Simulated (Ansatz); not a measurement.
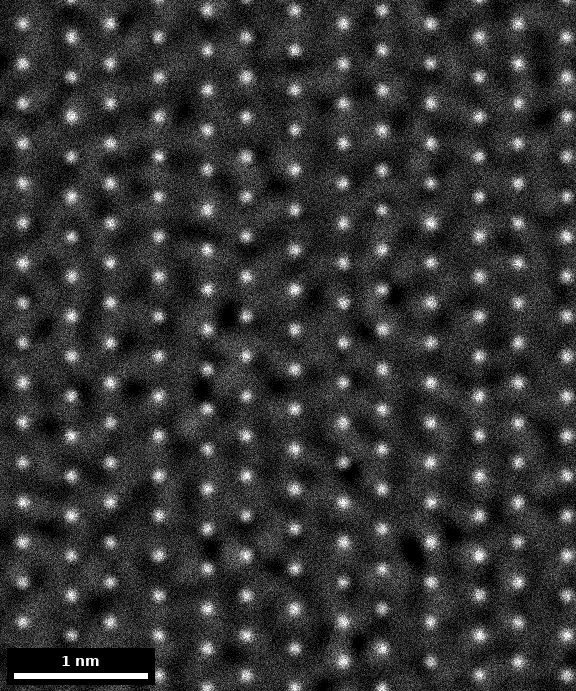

HAADF-like image of Sn₃O₂ (R-3m, No. 166). Simulation: incoherent imaging, intensity Z^1.8 per atom, probe width 0.69 Å, thin sample. The probe carries 25 % of its weight in a tail 2.5 times as wide. The display is stretched by a gamma of 0.8; percentages refer to the linear signal. Shot noise and the speckle of an amorphous layer were added. Model: the end point of a relaxation with DFT PBE, scalar-relativistic, plane waves, PAW in Ansatz; the starting structure was generated, so it need not be a known form of this composition.

```yaml
crystal:
  lattice:
    - [3.45157, 0.00000, 0.00000]
    - [-1.72579, 2.98915, 0.00000]
    - [0.00000, 0.00000, 30.56711]
  atoms:
    - { symbol: Sn, position: [0.00000, 0.00000, 0.00000] }
    - { symbol: Sn, position: [0.33333, 0.66667, 0.88105] }
    - { symbol: Sn, position: [0.00000, 0.00000, 0.78561] }
    - { symbol: O, position: [0.66667, 0.33333, 0.75379] }
    - { symbol: O, position: [0.66667, 0.33333, 0.91288] }
    - { symbol: Sn, position: [0.66667, 0.33333, 0.33333] }
    - { symbol: Sn, position: [0.00000, 0.00000, 0.21439] }
    - { symbol: Sn, position: [0.66667, 0.33333, 0.11895] }
    - { symbol: O, position: [0.33333, 0.66667, 0.08712] }
    - { symbol: O, position: [0.33333, 0.66667, 0.24621] }
    - { symbol: Sn, position: [0.33333, 0.66667, 0.66667] }
    - { symbol: Sn, position: [0.66667, 0.33333, 0.54772] }
    - { symbol: Sn, position: [0.33333, 0.66667, 0.45228] }
    - { symbol: O, position: [0.00000, 0.00000, 0.42046] }
    - { symbol: O, position: [0.00000, 0.00000, 0.57954] }
```

> Which beam direction gives this image, [201], [211], [001] or [100]? (Directions equivalent by symmetry count as one.)

[100]. The projected cells are 1.14 × 2.98 Å, 100° for [201]; 3.40 × 3.40 Å, 119° for [211]; 1.99 × 1.99 Å, 120° for [001]; 2.99 × 10.24 Å, 96° for [100], and the image repeats as the [100] one does.
